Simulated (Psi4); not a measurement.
Frequency calculation, with input and output: AlH2O2F

System: AlH2O2F, SMILES [OH][Al]([OH])[F].
Method: HF/pcseg-1, RHF (Psi4 1.11).

The geometry was optimised with hf/pcseg-1.

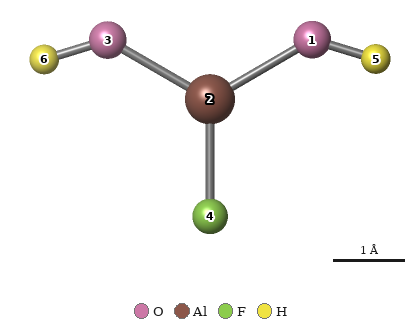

Figure 1. The input geometry (ball-and-stick view, seen on its broad side; atoms are numbered from 1 in the order of the input). Sticks mark near contacts. Bond lengths as drawn: Al–F 1.66 Å, Al–O 1.67 Å and H–O 0.94 Å.

### Input file (run.py)
```python
import numpy as np
from ase.calculators.psi4 import Psi4
from ase import Atoms
from ase.vibrations import Vibrations

mol = Atoms(['O', 'Al', 'O', 'F', 'H', 'H'], positions=[
    [-0.559954, 1.348111, -0.679411],
    [-0.026590, -0.105276, -0.043936],
    [1.074164, -0.107160, 1.215421],
    [-0.587510, -1.535461, -0.659576],
    [-1.149661, 1.561799, -1.380662],
    [1.475971, -0.794910, 1.715646],
])
calc = Psi4(atoms=mol, method='scf', basis='pcseg-1', memory='1600MB', num_threads=1, charge=0, multiplicity=1, label='alfh2o2', reference='rhf')
mol.calc = calc

vib = Vibrations(mol, delta=0.005)
vib.run()
vib.summary()
```

Run as:
```bash
python run.py
```

### Output
```
gradient() will perform analytic gradient computation.

   => Loading Basis Set <=

    Name: PCSEG-1
    Role: ORBITAL
    Keyword: BASIS

         ---------------------------------------------------------
                                   SCF
                              RHF Reference
                        1 Threads,   1525 MiB Core
         ---------------------------------------------------------

  ==> Geometry <==

    Molecular point group: c1
    Full point group: C1

    Geometry (in Angstrom), charge = 0, multiplicity = 1:

       Center              X                  Y                   Z               Mass
    ------------   -----------------  -----------------  -----------------  -----------------
         O           -0.518376641559     1.490512205168    -0.619396649753    15.994914619570
         AL           0.014987358441     0.037125205168     0.016078350247    26.981538530000
         O            1.115741358441     0.035241205168     1.275435350247    15.994914619570
         F           -0.545932641559    -1.393059794832    -0.599561649753    18.998403162730
         H           -1.108083641559     1.704200205168    -1.320647649753     1.007825032230
         H            1.517548358441    -0.652508794832     1.780660350247     1.007825032230

  Running in c1 symmetry.

  Rotational constants: A =      0.22455  B =      0.21577  C =      0.11004 [cm^-1]
  Rotational constants: A =   6731.84687  B =   6468.72002  C =   3298.85728 [MHz]
  Nuclear repulsion =  161.289049953071213

  Charge       = 0
  Multiplicity = 1
  Electrons    = 40
  Nalpha       = 20
  Nbeta        = 20

  ==> Algorithm <==

  SCF Algorithm Type is DF.
  DIIS enabled.
  MOM disabled.
  Fractional occupation disabled.
  Guess Type is SAD.
  Energy threshold   = 1.00e-08
  Density threshold  = 1.00e-08
  Integral threshold = 1.00e-12

  ==> Primary Basis <==

  Basis Set: PCSEG-1
    Blend: PCSEG-1
    Number of shells: 32
    Number of basis functions: 70
    Number of Cartesian functions: 74
    Spherical Harmonics?: true
    Max angular momentum: 2

   => Loading Basis Set <=

    Name: (PCSEG-1 AUX)
    Role: JKFIT
    Keyword: DF_BASIS_SCF

  ==> Integral Setup <==

  DFHelper Memory: AOs need 0.016 GiB; user supplied 1.118 GiB.
  SCF_SUBTYPE=INCORE selected. In-core MEM_DF algorithm will be used.
  Using in-core AOs.

  ==> MemDFJK: Density-Fitted J/K Matrices <==

    J tasked:                   Yes
    K tasked:                   Yes
    wK tasked:                   No
    Memory [MiB]:              1144
    Algorithm:                 Core
    Schwarz Cutoff:           1E-12
    Mask sparsity (%):       1.5918
    Fitting Condition:        1E-10

   => Auxiliary Basis Set <=

  Basis Set: (PCSEG-1 AUX)
    Blend: DEF2-UNIVERSAL-JKFIT
    Number of shells: 125
    Number of basis functions: 395
    Number of Cartesian functions: 474
    Spherical Harmonics?: true
    Max angular momentum: 4

  Minimum eigenvalue in the overlap matrix is 2.5749624196E-02.
  Reciprocal condition number of the overlap matrix is 6.6550785729E-03.
    Using symmetric orthogonalization.

  ==> Pre-Iterations <==

  SCF Guess: Superposition of Atomic Densities via on-the-fly atomic UHF (no occupation information).

   -------------------------
    Irrep   Nso     Nmo
   -------------------------
     A         70      70
   -------------------------
    Total      70      70
   -------------------------

  ==> Iterations <==

                           Total Energy        Delta E     RMS |[F,P]|

   @DF-RHF iter SAD:  -490.78315693167457   -4.90783e+02   0.00000e+00
   @DF-RHF iter   1:  -492.12442998323905   -1.34127e+00   1.11019e-02 DIIS/ADIIS
   @DF-RHF iter   2:  -492.25568831782834   -1.31258e-01   7.44709e-03 DIIS/ADIIS
   @DF-RHF iter   3:  -492.34791618841643   -9.22279e-02   4.24618e-04 DIIS/ADIIS
   @DF-RHF iter   4:  -492.34845485643717   -5.38668e-04   1.03462e-04 DIIS/ADIIS
   @DF-RHF iter   5:  -492.34848104816047   -2.61917e-05   3.81502e-05 DIIS
   @DF-RHF iter   6:  -492.34848439347695   -3.34532e-06   8.96915e-06 DIIS
   @DF-RHF iter   7:  -492.34848472245096   -3.28974e-07   1.48539e-06 DIIS
   @DF-RHF iter   8:  -492.34848473818687   -1.57359e-08   2.98282e-07 DIIS
   @DF-RHF iter   9:  -492.34848473876008   -5.73209e-10   6.81513e-08 DIIS
   @DF-RHF iter  10:  -492.34848473879146   -3.13776e-11   1.73683e-08 DIIS
   @DF-RHF iter  11:  -492.34848473879316   -1.70530e-12   8.00825e-09 DIIS
  Energy and wave function converged.

  ==> Post-Iterations <==

    Orbital Energies [Eh]
    ---------------------

    Doubly Occupied:

       1A    -58.498690     2A    -26.235293     3A    -20.532221
       4A    -20.531953     5A     -4.931007     6A     -3.256508
       7A     -3.255831     8A     -3.254536     9A     -1.549834
      10A     -1.330853    11A     -1.321601    12A     -0.736784
      13A     -0.688280    14A     -0.671764    15A     -0.632351
      16A     -0.630069    17A     -0.537574    18A     -0.526890
      19A     -0.523170    20A     -0.508878

    Virtual:

      21A      0.085208    22A      0.100640    23A      0.133529
      24A      0.164086    25A      0.208554    26A      0.261012
      27A      0.283965    28A      0.375597    29A      0.441587
      30A      0.491781    31A      0.814793    32A      0.815803
      33A      0.878867    34A      0.893928    35A      1.004666
      36A      1.086271    37A      1.086425    38A      1.121925
      39A      1.173605    40A      1.196394    41A      1.289024
      42A      1.334949    43A      1.423892    44A      1.426207
      45A      1.440920    46A      1.534720    47A      1.764413
      48A      1.787331    49A      1.982052    50A      2.008474
      51A      2.268052    52A      2.272566    53A      2.363860
      54A      2.558740    55A      2.640150    56A      2.667853
      57A      2.780685    58A      2.803052    59A      2.819526
      60A      2.821043    61A      2.886432    62A      2.901181
      63A      2.962338    64A      3.079907    65A      3.115578
      66A      3.184131    67A      3.296910    68A      3.333746
      69A      3.934982    70A      4.010399

    Final Occupation by Irrep:
              A
    DOCC [    20 ]
    NA   [    20 ]
    NB   [    20 ]

  @DF-RHF Final Energy:  -492.34848473879316

   => Energetics <=

    Nuclear Repulsion Energy =            161.2890499530712134
    One-Electron Energy =               -1006.9668942254535295
    Two-Electron Energy =                 353.3293595335891837
    Total Energy =                       -492.3484847387931609

Computation Completed

Properties will be evaluated at   0.000000,   0.000000,   0.000000 [a0]

Properties computed using the SCF density matrix

 Multipole Moments:

 ------------------------------------------------------------------------------------
     Multipole            Electronic (a.u.)      Nuclear  (a.u.)        Total (a.u.)
 ------------------------------------------------------------------------------------

 L = 1.  Multiply by 2.5417464519 to convert [e a0] to [Debye]
 Dipole X            :         -0.9478769            0.8878393           -0.0600376
 Dipole Y            :         -2.4300250            2.2729781           -0.1570469
 Dipole Z            :         -1.0448191            0.9850878           -0.0597313
 Magnitude           :                                                    0.1784266

 ------------------------------------------------------------------------------------

	total time  =          1 seconds =       0.02 minutes

         ------------------------------------------------------------
                                   SCF GRAD
         ------------------------------------------------------------

  ==> Geometry <==

    Molecular point group: c1
    Full point group: C1

    Geometry (in Angstrom), charge = 0, multiplicity = 1:

       Center              X                  Y                   Z               Mass
    ------------   -----------------  -----------------  -----------------  -----------------
         O           -0.518376641559     1.490512205168    -0.619396649753    15.994914619570
         AL           0.014987358441     0.037125205168     0.016078350247    26.981538530000
         O            1.115741358441     0.035241205168     1.275435350247    15.994914619570
         F           -0.545932641559    -1.393059794832    -0.599561649753    18.998403162730
         H           -1.108083641559     1.704200205168    -1.320647649753     1.007825032230
         H            1.517548358441    -0.652508794832     1.780660350247     1.007825032230

  Nuclear repulsion =  161.289049953071213

  ==> Basis Set <==

  Basis Set: PCSEG-1
    Blend: PCSEG-1
    Number of shells: 32
    Number of basis functions: 70
    Number of Cartesian functions: 74
    Spherical Harmonics?: true
    Max angular momentum: 2

  ==> DFJKGrad: Density-Fitted SCF Gradients <==

    Gradient:                    1
    J tasked:                  Yes
    K tasked:                  Yes
    wK tasked:                  No
    Integrals threads:           1
    Memory [MiB]:             1144
    Schwarz Cutoff:          1E-12
    Fitting Condition:       1E-10

   => Auxiliary Basis Set <=

  Basis Set: (PCSEG-1 AUX)
    Blend: DEF2-UNIVERSAL-JKFIT
    Number of shells: 125
    Number of basis functions: 395
    Number of Cartesian functions: 474
    Spherical Harmonics?: true
    Max angular momentum: 4

  -Total Gradient:
     Atom            X                  Y                   Z
    ------   -----------------  -----------------  -----------------
       1       -0.000192632240     0.000042944604     0.000056015221
       2        0.000279184380     0.000169918939     0.000274099975
       3       -0.001358464247     0.002035197393    -0.002026232497
       4       -0.000052980900    -0.000134477488    -0.000054882032
       5        0.000138644852    -0.000035963816     0.000018801438
       6        0.001186248154    -0.002077619631     0.001732197893

	total time  =          1 seconds =       0.02 minutes
```

### Standard output
```
---------------------
  #    meV     cm^-1
---------------------
  0    1.8i     14.3i
  1    1.2i      9.4i
  2    0.0i      0.0i
  3    0.0i      0.0i
  4    0.0i      0.0i
  5    0.6       4.8
  6   29.9     240.8
  7   30.8     248.2
  8   37.4     301.7
  9   40.2     324.3
 10   46.7     376.4
 11   61.2     493.6
 12   65.4     527.8
 13   90.7     731.9
 14  118.2     953.2
 15  127.1    1024.9
 16  527.8    4257.1
 17  528.3    4261.4
---------------------
Zero-point energy: 0.852 eV
```

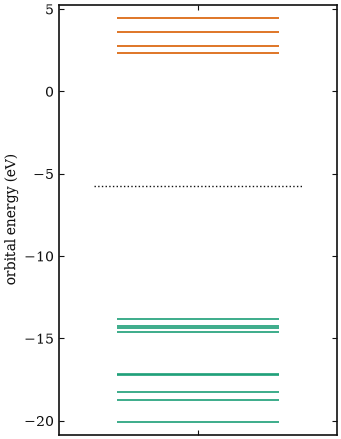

Figure 2. Orbital energies near the frontier; the dotted line parts filled from empty levels, and levels within 0.02 eV of each other stand side by side. Highest filled −13.85 eV, lowest empty 2.32 eV, 16.17 eV apart.

### Summary

```tsv
quantity	value
outcome	converged
total energy	−492.348492 hartree
basis functions	70
HOMO	−13.85 eV
LUMO	2.32 eV
dipole moment	0.46 D
hardware	1 thread of Intel Xeon (Sapphire Rapids), 192 GiB of memory available, shared host
wall time	54 s
peak memory	0.28 GiB
```
